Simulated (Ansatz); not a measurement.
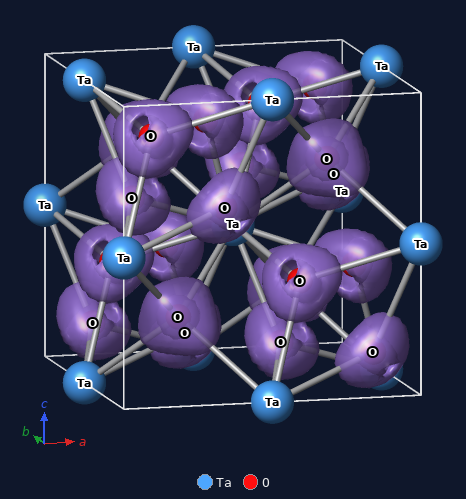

*TaO$_{5}$. Isosurface of the electron localisation function at 0.75 (purple), seen slightly off an axis. Only the valence region is drawn (cores and ρ < 0.01 e/Å³ removed). Sticks mark near contacts.*

Space group F-43m; a structure generated by program, which may or may not match a known phase; computed without spin polarisation.

Theory: DFT PBE, scalar-relativistic, plane waves, PAW in Ansatz.

Core electrons are frozen (PAW), and the valence fields are smoothed inside the atomic spheres.

**Describe the localisation domains.**

The surface consists of 20 regions wrapped around O (the valence shell of each), counted in one cell of 24 atoms. Regions shared between cells count once.

Values along the shortest contacts:
Ta–O (2.41 Å): the ELF is about 0.15 at the midpoint: no shared electron pair shows on this line. Ta–O (2.52 Å): the ELF peaks at about 0.85 in the valence shell of O, 0.7 Å from its nucleus, and is about 0.25 at the midpoint; no localised pair shows between them.
